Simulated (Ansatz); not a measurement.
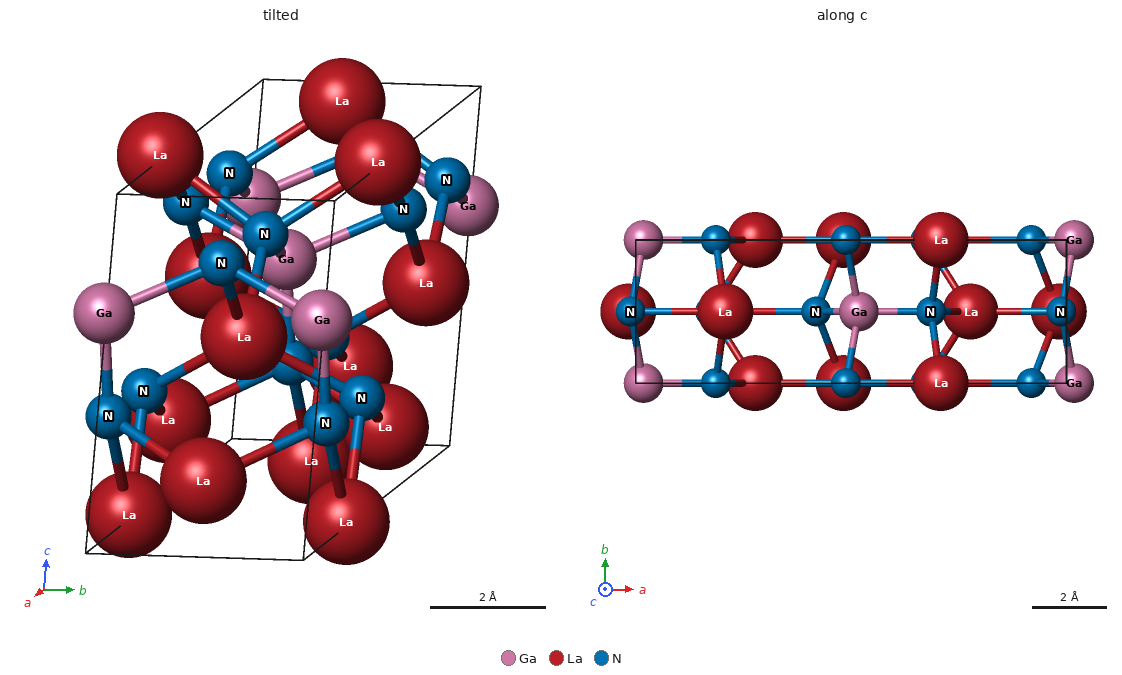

Structure drawing (ball-and-stick), viewed slightly off an axis and along the c axis. The conventional unit cell is outlined; an atom on or near a face, edge or corner is repeated at each equivalent position.

La₃GaN₄, space group Cm (No. 8), a = 12.905 Å, b = 3.885 Å, c = 6.546 Å, α = 90.00°, β = 115.06°, γ = 90.00°. The structure was taken from a structure type filled with these elements by a generator (whether the compound takes this form wasn't checked). Earlier steps of the study, as a rule a relaxation of our own, may have changed the cell and positions, so they can lie some per cent off the listed ones. A calculation with Ansatz used it as input.

This one geometry was computed with Ansatz (DFT, plane waves, PAW) at five levels of theory: PBE0, HSE06, PBE with spin-orbit coupling, r2SCAN and PBE. It was relaxed beforehand with r2SCAN.

Which level gives the highest pressure at this volume, and what does that say about its equilibrium volume?

Answer. Highest: PBE with spin-orbit coupling (1.2 GPa) and PBE (1.3 GPa), which points to the largest equilibrium volume. Lowest, with the smallest volume: PBE0 (-0.8 GPa) and HSE06 (-0.8 GPa). Levels within 0.5 GPa of each other can't be told apart.

How does the band gap change with the level of theory?

Answer. PBE with spin-orbit coupling: a gap of 0.42 eV, indirect; PBE: a gap of 0.47 eV, indirect; r2SCAN: a gap of 0.71 eV, indirect; HSE06: a gap of 1.35 eV, indirect; PBE0: a gap of 2.02 eV, indirect.

Collect the results in a table.

Answer.
| level | cutoff (eV) | k-mesh of the run's cell | gap (eV) | pressure (GPa) |
| --- | --- | --- | --- | --- |
| PBE0 | 420 | 4×4×4 | 2.02 | -0.8 |
| HSE06 | 420 | 4×4×4 | 1.35 | -0.8 |
| PBE with spin-orbit coupling | 420 | 8×8×4 | 0.42 | 1.2 |
| r2SCAN | 500 | 8×8×4 | 0.71 | 0.0 |
| PBE | 420 | 8×8×4 | 0.47 | 1.3 |

Gaps are taken on the k-mesh or band path of each run.
